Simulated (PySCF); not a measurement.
# C2H3NSi (SMILES N#C[C][SiH3]) at UBP86/6-31G(d) (spherical functions)

What is the vertical ionisation energy of C2H3NSi at UBP86/6-31G* (spherical functions)? Input form: a Python script.

The results are computed with PySCF 2.14.0.

## (1) The system as given

The species is C2H3NSi (7 atoms), meant as a triplet with charge 0. SMILES: `N#C[C][SiH3]`. The coordinates come from a GFN2-xTB relaxation.

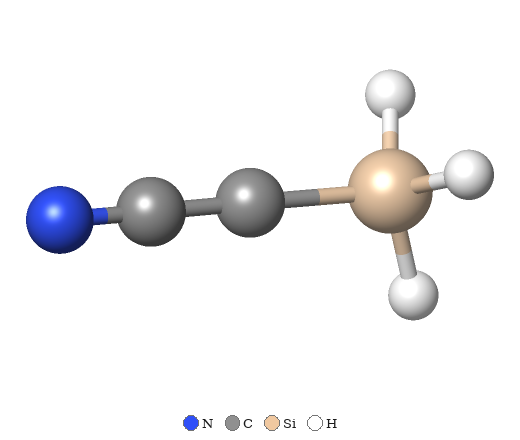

Viewed from a chosen angle; nitrogen blue, carbon grey, silicon light orange, hydrogen white.

## (2) The energy at UBP86/6-31G(d) (spherical functions)

File run.py:

```python
from pyscf import gto, dft

mol = gto.M(
    atom='''
N    1.767780  -2.046510   1.663930
C    1.105540  -1.279570   1.043060
C    0.389550  -0.442360   0.367860
Si  -0.630420   0.729400  -0.593680
H    0.271350   1.723710  -1.179810
H   -1.580440   1.353400   0.330650
H   -1.323360  -0.038070  -1.632000
''',
    max_memory=1860,
    spin=2,
    verbose=4,
    basis='6-31g*',
)

mf = dft.UKS(mol, xc='bp86')
mf.grids.level = 8
mf.conv_tol = 1e-10
mf.kernel()
if not mf.converged:
    mf = mf.newton().run(mf.mo_coeff, mf.mo_occ)

energy = mf.e_tot
print('E = %.10f Eh' % energy)
```

The run is started by

```
$ OMP_NUM_THREADS=1 python run.py
```

Log:

```text
PySCF version 2.14.0

[... 57 lines left out ...]
WARN: HOMO -0.239629259525325 >= LUMO -0.239656625810802
[... 50 lines left out ...]
converged SCF energy = -422.133835526928  <S^2> = 2.0234949  2S+1 = 3.0156226
E = -422.1338355269 Eh
```

It took 52 s on 1 thread of Arm Neoverse V1, shared host; peak memory 0.38 GiB.

## (3) The doublet cation at the same level

File start.xyz:

```xyz
7
C2H3NSi
N      1.767780    -2.046510     1.663930
C      1.105540    -1.279570     1.043060
C      0.389550    -0.442360     0.367860
Si    -0.630420     0.729400    -0.593680
H      0.271350     1.723710    -1.179810
H     -1.580440     1.353400     0.330650
H     -1.323360    -0.038070    -1.632000
```

File calc.py:

```python
from pyscf import gto, dft

system = gto.Mole()
system.atom = 'start.xyz'
system.charge = 1
system.basis = '6-31g*'
system.max_memory = 1860
system.spin = 1
system.verbose = 3
system.build()

mf = dft.UKS(system, xc='bp86')
mf.grids.level = 8
mf.conv_tol = 1e-10
mf.kernel()
if not mf.converged:
    mf = mf.newton().run(mf.mo_coeff, mf.mo_occ)

energy = mf.e_tot
print('E = %.10f Eh' % energy)
```

The run is started by

```
$ OMP_NUM_THREADS=1 python calc.py
```

Log:

```text
converged SCF energy = -421.780848526134  <S^2> = 0.76067501  2S+1 = 2.0106467
E = -421.7808485261 Eh
```

It took 1.9 min on 1 thread of Arm Neoverse V1, shared host; peak memory 0.38 GiB.

## (4) What came out

At UBP86/6-31G* (spherical functions):

```
                                           quantity          value
                      triplet C2H3NSi: total energy  -422.13384 Eh
                     triplet C2H3NSi: dipole moment         3.48 D
triplet C2H3NSi: HOMO energy (highest over α and β)       -6.21 eV
 triplet C2H3NSi: LUMO energy (lowest over α and β)       -4.45 eV
                              triplet C2H3NSi: ⟨S²⟩          2.023
                       doublet cation: total energy  -421.78085 Eh
 doublet cation: HOMO energy (highest over α and β)      -13.11 eV
  doublet cation: LUMO energy (lowest over α and β)      -12.88 eV
                               doublet cation: ⟨S²⟩          0.761
 vertical ionisation energy (to the doublet cation)       9.605 eV
```

In words: Removing an electron at fixed nuclei costs 9.61 eV (222 kcal/mol).
